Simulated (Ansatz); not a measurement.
The parent structure is CaO in the rock salt structure (space group Fm-3m, No. 225; a = 4.7671 Å).

The change: electron doping at 3.0×10^21 cm⁻³ (0.0813 per cell), with a uniform compensating background at fixed cell and a 300 K Fermi–Dirac width.

Calculations: Ansatz (a first-principles code) PBEsol, without spin-orbit coupling.

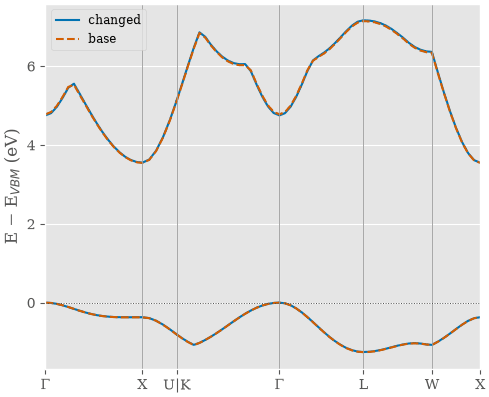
*Highest valence and lowest conduction band along the path, each from its own valence-band maximum*

### Question
Read the changed gap and its character from the plot.

### Answer
About 3.6 eV, indirect, Γ → X.

Carriers are added with a uniform compensating background; total energy and stress of such cells depend on the potential's zero and are not compared; many-body gap narrowing is missing at this level. No phonon test of stability was made.
